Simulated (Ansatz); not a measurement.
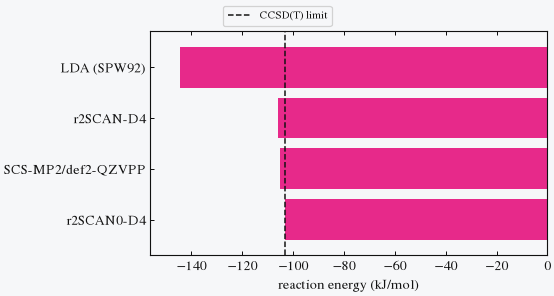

Electronic reaction energy of AlH₂Br ([AlH2][Br]) + CH₃ ([CH3]) [doublet] → AlHBr ([AlH][Br]) [doublet] + CH₄ (C) (SMILES in brackets) at several levels (functionals in def2-TZVPP unless a basis is named), isolated molecules at PBE0-D4 triple-zeta geometries, minima by their frequencies, no zero-point or thermal terms, the Ansatz code. The line is frozen-core CCSD(T) at the basis limit (MP2 extrapolated from triple and quadruple zeta, plus CCSD(T) less MP2 in a smaller set). The distance of SCS-MP2/def2-QZVPP to the limit includes basis error.

> What do zero-point energy and temperature add?

Zero-point change 18.7 kJ/mol; at 298.15 K and 1 bar the CCSD(T) limit plus thermal terms gives an enthalpy of reaction of −85.9 and a free energy of −84.9 kJ/mol (harmonic PBE0-D4 modes, ideal gas).

> Give the values.

| level | kJ/mol | less CCSD(T) limit |
| --- | --- | --- |
| LDA (SPW92) | −144.7 | −41.3 |
| r2SCAN-D4 | −106.0 | −2.6 |
| SCS-MP2/def2-QZVPP | −105.1 | −1.7 |
| r2SCAN0-D4 | −103.3 | 0.0 |
| CCSD(T) limit | −103.4 | 0.0 |

Known limits of this run: no scalar relativity up to krypton; outer-core shells are correlated without core-valence functions, which makes the correlated values less sure.
